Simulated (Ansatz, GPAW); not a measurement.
## STM contrast on a 8-layer slab of Sr(111)

Aim: Tersoff-Hamann images of a 8-layer slab of Sr(111) at several biases.

Calculated with GPAW 26.7.0 and Ansatz 0.2.0; Ansatz plane waves; slab in vacuum with a dipole correction, relaxation, in the first sound run; inputs show where later runs differ.

### Step 1. Starting point

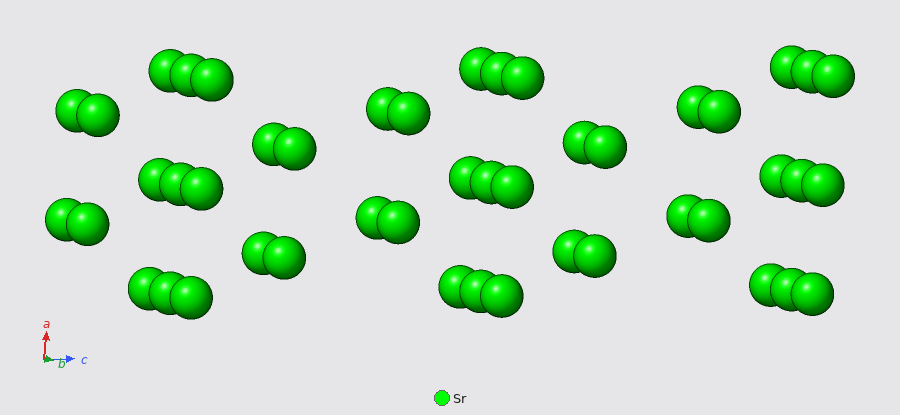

The cell as given, from the side, with the c axis across the page (strontium green). 2×2×1 cells are drawn. Some periodic images of atoms are drawn too.

The cell holds 8 atoms: 8 Sr. Its edges and angles: a = 4.299 Å, b = 4.299 Å, c = 38.572 Å, α = 90.0°, β = 90.0°, γ = 60.0°. Vacuum lies along c.

### Step 2. Relaxation

The atoms are relaxed first, since the surface dipole, and with it the work function, follows the positions of the outer layers. The lowest 4 atoms are held at bulk positions and keep their forces.

Contents of input.yaml:

```yaml
crystal:
  lattice:
    - [4.2992092296, 0.0, 0.0]
    - [2.1496046148, 3.723224409, 0.0]
    - [0.0, 0.0, 38.5720274567]
  atoms:
    - { symbol: Sr, position: [0.6666666667, 0.6666666667, 0.1814786637] }
    - { symbol: Sr, position: [0.0, 0.0, 0.2724847598] }
    - { symbol: Sr, position: [0.3333333333, 0.3333333333, 0.3634908559] }
    - { symbol: Sr, position: [0.6666666667, 0.6666666667, 0.454496952] }
    - { symbol: Sr, position: [0.0, 0.0, 0.545503048] }
    - { symbol: Sr, position: [0.3333333333, 0.3333333333, 0.6365091441] }
    - { symbol: Sr, position: [0.6666666667, 0.6666666667, 0.7275152402] }
    - { symbol: Sr, position: [0.0, 0.0, 0.8185213363] }
kpoints:
  mp_grid: { grid: [9, 9, 1] }
hamiltonian:
  xc: pbe
scf:
  occupations: { method: fermi_dirac, width: 0.1 }
efield:
  axis: 3
  dipole_correction: true
  ramp_width: 0.05
relax:
  f_tol: 0.02
  max_steps: 60
  constraints: [{ sites: [0, 1, 2, 3] }]
output:
  write_potential: true
  write_density: true
  volumetric_format: npy
```

Run with:

```
$ ansatz run input.yaml --threads 4 --pin off --max-ram 8192MiB --backend cpu --events-out ev --progress --plain --runs-dir out
```

Numbers of over 12 decimals in the logs are rounded to 6 here.

The program printed:

```text
Engine: ansatz 0.2.0, x86_64-unknown-linux-gnu
Pseudopotentials: kind: paw
Pseudopotential: Sr, paw, valence charge 10, recommended cutoff 420 eV (normal), Sr.paw.azcp
Functional definition: PBE
  parameter kappa = 0.804
  parameter beta = 0.066725
  exchange = pbe_x(kappa = kappa, mu = beta*pi^2/3)
  correlation = pbe_c(beta = beta)
Crystal: 8 atoms, lattice volume = 617.419 Å³
Basis set: ecut = 420 eV, 11991 PW (Γ), exchange–correlation on 60×60×540 points (8 copies of the dense FFT grid, shifted against one another)
Bands: 48, of which v1, the nominal top of the filled ones, is band 40 counted from 1 (39 counted from 0)
Symmetry: 6 space group operations
k-points: 12 of 81 (time reversal used)
Non-local potential: Sr, projectors of the file, l = 0: 3, l = 1: 2, l = 2: 2
PAW form: soft (Blöchl's): semilocal exchange-correlation on the pseudo side does not see the compensation charge
PAW one-centre angular grid: Sr, 110 points (default); XC on 64 Gauss nodes
Initial density: superposition of atomic densities (neutral atoms: chi_scale 0, normalization atom), corrected by the library's trained network
Initial wavefunctions: pseudopotential atomic-orbital guess
Functional: x = pbe(κ = 0.804, μ = 0.219515), c = pbe(β = 0.066725)
SCF iter   1: F=—  HF=-28353.329487 eV  |F-HF|=—  |Δ(HF+E_count)|=         —  Δρ=2.73e-3  dr2=6.47e0  ethr=1.77e-3  p=0.000 e·Å  D=9.34e-14 V/Å  ΔV_dip=-0.00 eV  dr2_dipole=3.39e-10  V_vac-E_F(+/−)=2.54/2.54 eV  ⟨swp⟩=14.4  Hψ=7924  notcnv=0
efield: sawtooth ramp at fractional position 0.9750 (placed from the atoms, in the widest stretch of the axis that holds none; the zero of the levels goes with the place), width 0.0500; the density the first Hamiltonian is built on has a dipole p = 0.000 e·Å; the dipole correction subtracts the counter field D = 9.34e-14 V/Å, which shifts the + side's vacuum level by -0.00 eV against the − side's; the planar-averaged density in the ramp window peaks in size at 4.4e-5 e/Å³
automatic band count: the SCF goes on with 56 bands, as 48 were too few: the levels above may hold too much charge
preconditioner: auto → LDOS  [metal: Δε(μ)=0.050 eV  Ē_g=2.237 eV  σ=0.100 eV  W_gap=0.12  n_scr=88 (ndim 8)  ℏωp=6.0 eV  f_vac=0.237  D(μ)=11.55/eV (n_scr^D=76)  β→1.0]
SCF iter   2: F=—  HF=-28353.246888 eV  |F-HF|=—  |Δ(HF+E_count)|=   8.26e-2  Δρ=7.08e-4  dr2=8.31e-3  ethr=1.77e-3  p=0.000 e·Å  D=2.53e-7 V/Å  ΔV_dip=-0.00 eV  dr2_dipole=1.34e-9  V_vac-E_F(+/−)=2.69/2.69 eV  ⟨swp⟩=1.7  Hψ=790  notcnv=0
SCF iter   3: F=—  HF=-28353.247394 eV  |F-HF|=—  |Δ(HF+E_count)|=   5.06e-4  Δρ=3.91e-4  dr2=4.74e-3  ethr=1.04e-5  p=-0.000 e·Å  D=-2.82e-7 V/Å  ΔV_dip=0.00 eV  dr2_dipole=1.07e-9  V_vac-E_F(+/−)=2.70/2.70 eV  ⟨swp⟩=2.5  Hψ=1287  notcnv=0
SCF iter   4: F=—  HF=-28353.247234 eV  |F-HF|=—  |Δ(HF+E_count)|=   1.61e-4  Δρ=1.21e-4  dr2=1.56e-4  ethr=5.92e-6  p=-0.000 e·Å  D=-9.17e-8 V/Å  ΔV_dip=0.00 eV  dr2_dipole=2.31e-10  V_vac-E_F(+/−)=2.71/2.71 eV  ⟨swp⟩=2.6  Hψ=1043  notcnv=0
iter 5 did not close the SCF: its close was put off for the readings that it lacked (scf_convergence_deferred on its scf_iter line)
SCF iter   5: F=-28353.247226 eV  HF=-28353.247228 eV  |F-HF|=2.25e-6  |Δ(HF+E_count)|=   5.75e-6  Δρ=2.34e-5  dr2=9.04e-6  ethr=1.95e-7  p=0.000 e·Å  D=5.18e-8 V/Å  ΔV_dip=-0.00 eV  dr2_dipole=7.42e-11  V_vac-E_F(+/−)=2.71/2.71 eV  ⟨swp⟩=2.0  Hψ=1086  notcnv=0
SCF iter   6: F=-28353.247230 eV  HF=-28353.247231 eV  |F-HF|=1.16e-6  |Δ(HF+E_count)|=   2.92e-6  Δρ=6.49e-6  dr2=1.40e-6  ethr=1.13e-8  p=-0.000 e·Å  D=-9.62e-9 V/Å  ΔV_dip=0.00 eV  dr2_dipole=6.53e-12  V_vac-E_F(+/−)=2.71/2.71 eV  ⟨swp⟩=10.7  Hψ=6205  notcnv=0
WARN: efield: at this solve's end the planar-averaged density reaches 5.01e-5 e/Å³ inside the ramp window [0.9491, 0.0509] (bound 1e-5 e/Å³); the window's nearer edge stands 5.04 Å from this solve's nearest atom along the axis. Its work functions, free energy, forces, stress, dipole, levels and responses can be off, and this figure does not tell by how much. A short vacuum, a low `basis.ecutwfc` or `basis.ecutrho_ratio` and negative occupations (`scf.occupations.method`) can put density there. See the manual's quickstart, § The vacuum guard
SCF 1 converged in 6 iterations: F = -28353.247230 eV  dr2 = 1.40e-6
  greatest PAW one-centre occupation: 0.988 electrons in one spin orbital (limit 2), on the Sr atom at site 0 (counted from 0), in its partial waves of l = 0
relax step   1: F+E_penalty+E_count = -28353.24722973 eV  Δ(F+E_penalty+E_count) = +0.000e0 eV  max|allowed force component| = 7.695e-2 eV/Å  Δτ_max = 0.0000 Å  (6 SCF iters, dr2 threshold 1.00e-5 eV, accepted)
Bands: 56, of which v1, the nominal top of the filled ones, is band 40 counted from 1 (39 counted from 0)
Initial density: handed on by an earlier stage of this run
Initial wavefunctions: those handed on with the density
iter 1 solved again at ethr=6.92e-5 eV; its pass at ethr=3.10e-3 eV (dr2=5.53e-2 eV) is discarded
SCF iter   1: F=—  HF=-28353.251917 eV  |F-HF|=—  |Δ(HF+E_count)|=         —  Δρ=4.42e-4  dr2=2.57e-2  ethr=6.92e-5  p=-0.000 e·Å  D=-3.86e-8 V/Å  ΔV_dip=0.00 eV  dr2_dipole=2.75e-4  V_vac-E_F(+/−)=2.71/2.71 eV  ⟨swp⟩=2.0  Hψ=2129  notcnv=0
efield: sawtooth ramp at fractional position 0.9750 (handed on by an earlier solve), width 0.0500; the density the first Hamiltonian is built on has a dipole p = -0.000 e·Å; the dipole correction subtracts the counter field D = -3.86e-8 V/Å, which shifts the + side's vacuum level by +0.00 eV against the − side's; the planar-averaged density in the ramp window peaks in size at 5.0e-5 e/Å³
preconditioner: auto → LDOS  [metal: Δε(μ)=0.046 eV  Ē_g=2.238 eV  σ=0.100 eV  W_gap=0.11  n_scr=88 (ndim 8)  ℏωp=6.0 eV  f_vac=0.242  D(μ)=11.12/eV (n_scr^D=64)  β→1.0]
SCF iter   2: F=—  HF=-28353.251063 eV  |F-HF|=—  |Δ(HF+E_count)|=   8.53e-4  Δρ=1.35e-4  dr2=5.62e-4  ethr=3.21e-5  p=0.003 e·Å  D=9.24e-4 V/Å  ΔV_dip=-0.04 eV  dr2_dipole=3.81e-4  V_vac-E_F(+/−)=2.67/2.71 eV  ⟨swp⟩=1.2  Hψ=691  notcnv=0
SCF iter   3: F=—  HF=-28353.251113 eV  |F-HF|=—  |Δ(HF+E_count)|=   5.00e-5  Δρ=5.31e-5  dr2=1.02e-4  ethr=7.02e-7  p=0.002 e·Å  D=5.59e-4 V/Å  ΔV_dip=-0.02 eV  dr2_dipole=5.71e-5  V_vac-E_F(+/−)=2.69/2.71 eV  ⟨swp⟩=2.5  Hψ=1121  notcnv=0
SCF iter   4: F=—  HF=-28353.251128 eV  |F-HF|=—  |Δ(HF+E_count)|=   1.54e-5  Δρ=2.40e-5  dr2=9.54e-6  ethr=1.28e-7  p=0.002 e·Å  D=4.50e-4 V/Å  ΔV_dip=-0.02 eV  dr2_dipole=1.89e-6  V_vac-E_F(+/−)=2.69/2.71 eV  ⟨swp⟩=2.0  Hψ=1085  notcnv=0
[...]
SCF 2 converged in 7 iterations: F = -28353.250380 eV  dr2 = 5.98e-9
  greatest PAW one-centre occupation: 0.988 electrons in one spin orbital (limit 2), on the Sr atom at site 7 (counted from 0), in its partial waves of l = 0
relax step   2: F+E_penalty+E_count = -28353.25038015 eV  Δ(F+E_penalty+E_count) = -3.150e-3 eV  max|allowed force component| = 5.059e-2 eV/Å  Δτ_max = 0.0685 Å  (7 SCF iters, accepted)
SCF iter   1: F=—  HF=-28353.248812 eV  |F-HF|=—  |Δ(HF+E_count)|=         —  Δρ=9.56e-4  dr2=2.45e-1  ethr=1.64e-3  p=0.001 e·Å  D=3.01e-4 V/Å  ΔV_dip=-0.01 eV  dr2_dipole=1.67e-1  V_vac-E_F(+/−)=2.70/2.71 eV  ⟨swp⟩=6.6  Hψ=1817  notcnv=0
efield: sawtooth ramp at fractional position 0.9750 (handed on by an earlier solve), width 0.0500; the density the first Hamiltonian is built on has a dipole p = 0.001 e·Å; the dipole correction subtracts the counter field D = 3.01e-4 V/Å, which shifts the + side's vacuum level by -0.01 eV against the − side's; the planar-averaged density in the ramp window peaks in size at 5.0e-5 e/Å³
preconditioner: auto → LDOS  [metal: Δε(μ)=0.020 eV  Ē_g=2.240 eV  σ=0.100 eV  W_gap=0.05  n_scr=88 (ndim 8)  ℏωp=6.0 eV  f_vac=0.246  D(μ)=10.97/eV (n_scr^D=64)  β→1.0]
SCF iter   2: F=—  HF=-28353.254525 eV  |F-HF|=—  |Δ(HF+E_count)|=   5.71e-3  Δρ=4.98e-4  dr2=2.18e-1  ethr=3.06e-4  p=0.011 e·Å  D=3.31e-3 V/Å  ΔV_dip=-0.13 eV  dr2_dipole=2.89e-1  V_vac-E_F(+/−)=2.59/2.72 eV  ⟨swp⟩=2.2  Hψ=798  notcnv=0
SCF iter   3: F=—  HF=-28353.253383 eV  |F-HF|=—  |Δ(HF+E_count)|=   1.14e-3  Δρ=2.04e-4  dr2=3.20e-2  ethr=2.72e-4  p=0.006 e·Å  D=1.85e-3 V/Å  ΔV_dip=-0.07 eV  dr2_dipole=4.04e-2  V_vac-E_F(+/−)=2.64/2.71 eV  ⟨swp⟩=1.0  Hψ=672  notcnv=0
SCF iter   4: F=—  HF=-28353.253472 eV  |F-HF|=—  |Δ(HF+E_count)|=   8.97e-5  Δρ=1.07e-4  dr2=7.12e-3  ethr=4.00e-5  p=0.003 e·Å  D=9.61e-4 V/Å  ΔV_dip=-0.04 eV  dr2_dipole=8.17e-3  V_vac-E_F(+/−)=2.67/2.70 eV  ⟨swp⟩=1.0  Hψ=672  notcnv=0
SCF iter   5: F=—  HF=-28353.253464 eV  |F-HF|=—  |Δ(HF+E_count)|=   8.90e-6  Δρ=4.23e-5  dr2=1.62e-3  ethr=8.90e-6  p=0.003 e·Å  D=9.79e-4 V/Å  ΔV_dip=-0.04 eV  dr2_dipole=1.88e-3  V_vac-E_F(+/−)=2.67/2.71 eV  ⟨swp⟩=1.0  Hψ=672  notcnv=0
SCF iter   6: F=—  HF=-28353.253473 eV  |F-HF|=—  |Δ(HF+E_count)|=   9.61e-6  Δρ=1.30e-5  dr2=5.70e-5  ethr=2.03e-6  p=0.003 e·Å  D=9.41e-4 V/Å  ΔV_dip=-0.04 eV  dr2_dipole=7.47e-5  V_vac-E_F(+/−)=2.67/2.71 eV  ⟨swp⟩=1.1  Hψ=673  notcnv=0
SCF iter   7: F=—  HF=-28353.252747 eV  |F-HF|=—  |Δ(HF+E_count)|=   7.26e-4  Δρ=2.61e-6  dr2=5.81e-7  ethr=7.12e-8  p=0.003 e·Å  D=8.96e-4 V/Å  ΔV_dip=-0.03 eV  dr2_dipole=9.51e-7  V_vac-E_F(+/−)=2.67/2.71 eV  ⟨swp⟩=2.0  Hψ=752  notcnv=0
SCF iter   8: F=—  HF=-28353.252748 eV  |F-HF|=—  |Δ(HF+E_count)|=   3.45e-7  Δρ=1.64e-6  dr2=1.02e-7  ethr=1.25e-10  p=0.003 e·Å  D=8.79e-4 V/Å  ΔV_dip=-0.03 eV  dr2_dipole=7.88e-8  V_vac-E_F(+/−)=2.67/2.71 eV  ⟨swp⟩=12.0  Hψ=5347  notcnv=0
SCF iter   9: F=-28353.252747 eV  HF=-28353.252748 eV  |F-HF|=6.48e-8  |Δ(HF+E_count)|=   4.01e-9  Δρ=4.45e-7  dr2=3.68e-8  ethr=1.25e-10  p=0.003 e·Å  D=8.74e-4 V/Å  ΔV_dip=-0.03 eV  dr2_dipole=3.00e-8  V_vac-E_F(+/−)=2.67/2.71 eV  ⟨swp⟩=9.9  Hψ=4476  notcnv=0
WARN: efield: at this solve's end the planar-averaged density reaches 5.00e-5 e/Å³ inside the ramp window [0.9491, 0.0509] (bound 1e-5 e/Å³); the window's nearer edge stands 5.04 Å from this solve's nearest atom along the axis. Its work functions, free energy, forces, stress, dipole, levels and responses can be off, and this figure does not tell by how much. A short vacuum, a low `basis.ecutwfc` or `basis.ecutrho_ratio` and negative occupations (`scf.occupations.method`) can put density there. See the manual's quickstart, § The vacuum guard
SCF 3 converged in 9 iterations: F = -28353.252747 eV  dr2 = 3.68e-8
relax step   3: F+E_penalty+E_count = -28353.25274744 eV  Δ(F+E_penalty+E_count) = -2.367e-3 eV  max|allowed force component| = 9.297e-3 eV/Å  Δτ_max = 0.1479 Å  (9 SCF iters, accepted)
NSCF: frozen V_eff on 12 k-points
the search or the solves at the SCF's close seem to have found levels that the self-consistency loop had missed (the run counts 1). By its estimate they hold 2.17e-7 electrons. The energies and the density leave them out; if the run goes on with those levels, later outputs use occupations computed again with them
WARN: The output density's exchange-correlation potential varies sharply where the density is thin. Do not read a vacuum level from v_tot or v_xc, or from such a field of the output density. On a cell that repeats whose density bears no net charge and no dipole along the vacuum's axis use v_es (v_loc + v_h of the components); under efield.dipole_correction with no amplitude use v_es + v_field, which holds any externa [...]
SCF converged after 9 iterations
Free energy (F): -28353.252747 eV
Harris-Foulkes:  -28353.252748 eV  (|F-HF|=6.48e-8)
Internal energy: -28352.887322 eV  (E = F + TS)
E sigma→0 (E₀):  -28353.070035 eV
Entropy (-TS):   -0.365425 eV (-45.678 meV/atom)
Fermi energy:    2.910049 eV
Dipole field:    D = 0.001007 V/Å  (p = 0.003435 e·Å, saw-weighted, corrected)
Work function:   Φ+ = 2.6697 eV   Φ− = 2.7086 eV
Levels:          The Fermi level and band energies are counted from a zero that moves with the ramp; work functions are not
Vacuum region:   at the solve's end the planar-averaged density reaches 5.00e-5 e/Å³ inside the ramp window [0.9491, 0.0509] (bound 1e-5 e/Å³)
--- Per-component energies (eV) ---
  E_band       = -1268.121544
  E_kinetic    = 1929.432670
  E_local      = -24666.170181  (includes V_loc(G=0)·N_el)
  E_nonlocal   = 1623.020863
  E_hartree    = 10721.701255
  E_xc         = -1368.412350
  E_vxc        = -1272.086818  (∫ρ·V_xc dr)
  E_paw        = -21557.736503  (= ΣΔE_a)
  E_vpaw       = -325.717893  (= ΣTr[D̂ρ^β])
  E_aug_tail   = -0.000009  (compensation charges beyond the density's cutoff)
  E_efield     = 0.000002  (sawtooth field / dipole correction)
  E_vefield    = 0.004148  (∫n·V_field dr)
  E_ewald      = 4965.276932
  E_smearing   = -0.365425  (= −TS)
  E_closure    = 0.000000  (closes the sum)
  Σ components = -28353.252747   (vs F -28353.252747, Δ=0.00e0)
--- Forces (eV/Å), atoms counted from 1 ---
  atom   1  Sr     0.00000000     0.00000000     0.07721468
  atom   2  Sr    -0.00000000     0.00000000    -0.05210060
  atom   3  Sr     0.00000000     0.00000000    -0.00223171
  atom   4  Sr    -0.00000000     0.00000000    -0.02288819
  atom   5  Sr     0.00000000     0.00000000    -0.00092879
  atom   6  Sr    -0.00000000     0.00000000     0.00323064
  atom   7  Sr    -0.00000000    -0.00000000    -0.00929681
  atom   8  Sr     0.00000000    -0.00000000     0.00699055
  max |Σ_I F_I| component: 1.02e-5 eV/Å
--- Band table (eV; the first three rows and the last of 12) ---
  k-point 0: bands = [... 36 lower, 0.4302, 0.8700, 1.3038, 1.6731, 2.9949, 3.1309, 3.3561, 3.6288, ... 12 higher]
  k-point 1: bands = [... 36 lower, 0.5906, 1.0288, 1.4653, 1.8446, 2.9973, 3.1605, 3.3966, 3.6569, ... 12 higher]
  k-point 2: bands = [... 36 lower, 1.0360, 1.4624, 1.8975, 2.2979, 3.0064, 3.2429, 3.4982, 3.7011, ... 12 higher]
  k-point 11: bands = [... 36 lower, 2.8017, 2.8073, 2.9081, 2.9299, 2.9338, 3.0239, 3.0954, 3.0962, ... 12 higher]
--- Relaxed structure (3 steps of the walk, 3 accepted, 0 SCFs on fresh bases) ---
  F+E_penalty+E_count = -28353.25274744 eV   max|allowed force component| = 9.297e-3 eV/Å
  atoms:
    - { symbol: Sr, position: [0.666667, 0.666667, 0.181479] }
    - { symbol: Sr, position: [0.0, 0.0, 0.272485] }
    - { symbol: Sr, position: [0.333333, 0.333333, 0.363491] }
    - { symbol: Sr, position: [0.666667, 0.666667, 0.454497] }
    - { symbol: Sr, position: [-8.24196947422904e-19, 0, 0.544676] }
    - { symbol: Sr, position: [0.333333, 0.333333, 0.634796] }
    - { symbol: Sr, position: [0.666667, 0.666667, 0.724991] }
    - { symbol: Sr, position: [-5.587591621083838e-18, 0, 0.812912] }
```

The job ended after 21 s (4 threads of AMD EPYC 9R14 (Zen 4), shared host; peak memory 1.2 GiB).

The steps of the relaxation:

```
step  energy less that of the first step (eV)  largest force component (eV/Å)
   1                                   0.0000                          0.0770
   2                                  -0.0032                          0.0506
   3                                  -0.0055                          0.0093
```

Forces are held to the 6 operations that the run works with; a distortion that breaks them can't arise in this run.

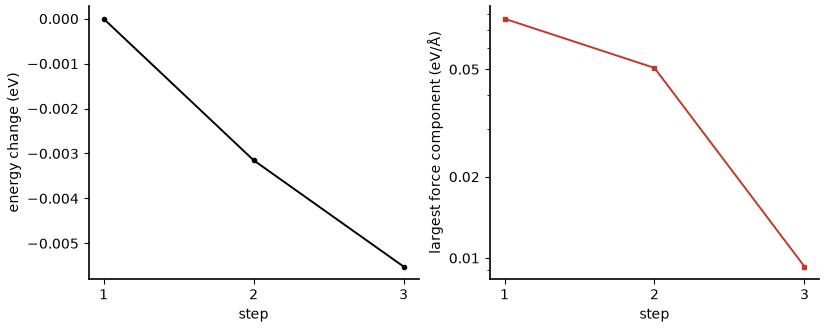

Energy and largest force along the relaxation.

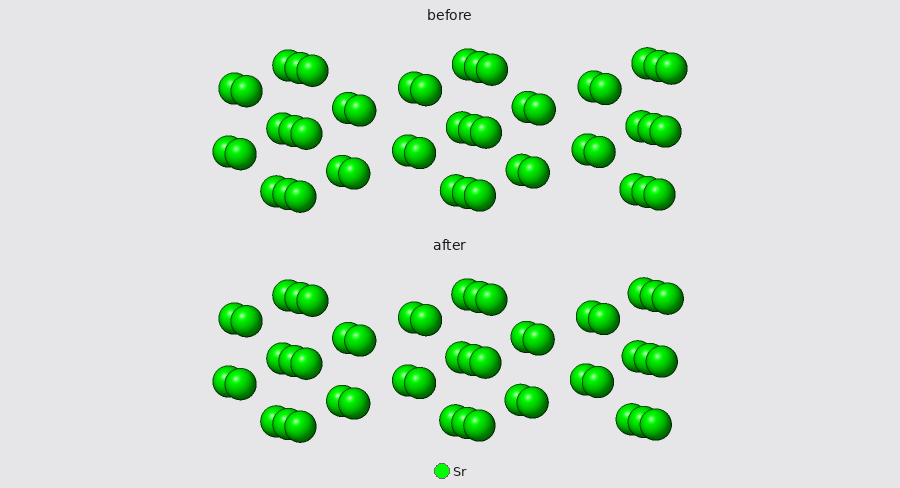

The structure before and after the relaxation, drawn at the same scale.

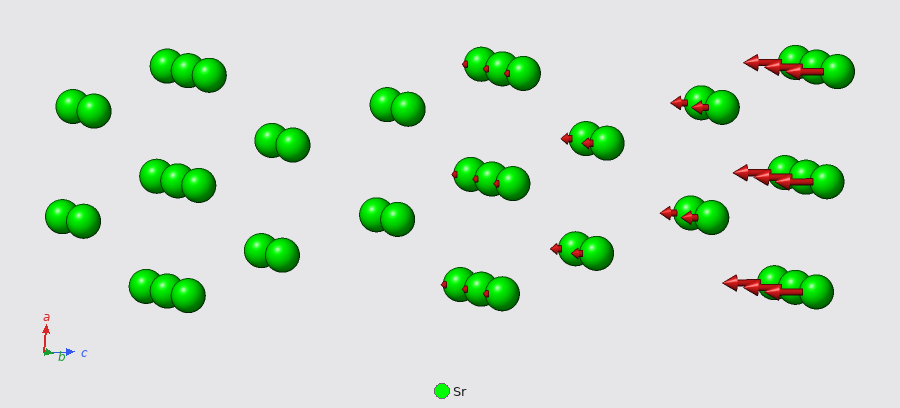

Displacements in the relaxation, exaggerated; the longest in the cell stands for 0.22 Å. 2×2×1 cells are drawn. Some periodic images of atoms are drawn too.

The atoms that moved most (Å):

```
atom     dx     dy      dz  length
 Sr8  0.000  0.000  -0.216   0.216
 Sr7  0.000  0.000  -0.097   0.097
 Sr6  0.000  0.000  -0.066   0.066
 Sr5  0.000  0.000  -0.032   0.032
```

Numbers from this step:

```yaml
free_energy: -28353.2527 eV
smearing_term_ts: 0.3654 eV
symmetry_operations: 6
upper_work_function: 2.670 eV
lower_work_function: 2.709 eV
dipole_along_the_normal: 0.003435 e·Å
dipole_field: 0.001007 V/Å
vacuum_level_above: 5.580 eV
vacuum_level_below: 5.619 eV
```

The electrostatic potential energy of an electron (with the applied field's), less the Fermi level, planar mean oscillates, so the rows of the table below give means over windows of 3.5 Å about each position, cut where the curve ends. Its maxima inside the range that stand out by 2 % of the span (Å: eV): 8.7: 1.67, 12.3: 1.67, 15.7: 1.67, 19.3: 1.64, 22.7: 1.62, 26.3: 1.59, 29.7: 1.46. Its minima: 7.0: -14.7, 10.6: -14.4, 14.0: -14.5, 17.6: -14.5, 21.0: -14.5, 24.4: -14.4, 28.0: -14.4, 31.4: -14.4.

Electrostatic potential energy of an electron (with the applied field's), less the Fermi level, planar mean against z; means over each step:

```
z (Å)  electrostatic potential energy of an electron (with the applied field's), less the Fermi level, planar mean (eV)
 1.75                                                                                                              2.70
 5.25                                                                                                             -1.02
 8.75                                                                                                             -3.91
12.25                                                                                                             -3.91
15.75                                                                                                             -3.90
19.25                                                                                                             -4.05
22.75                                                                                                             -4.06
26.25                                                                                                             -4.05
29.75                                                                                                             -4.45
33.25                                                                                                            -0.343
36.75                                                                                                              2.67
```

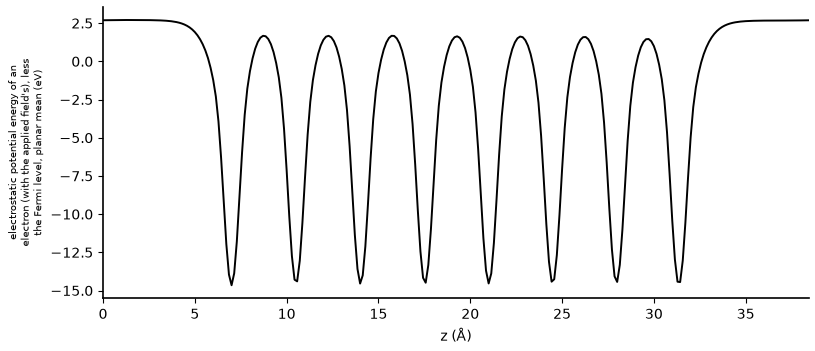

Electrostatic potential energy of an electron (with the applied field's), less the Fermi level, planar mean, plotted against z.

(Continued in part 2 of 3.)

[Logs are printed without paths, hosts, clocks, repeated set-up lines and the standing remarks that a program may print on its own settings, such as how far it seeks lower states.]

[Hosts, paths, dates, database ids (printed as entryN), source tags and the programs' standing remarks are cut or masked in the printed files.]
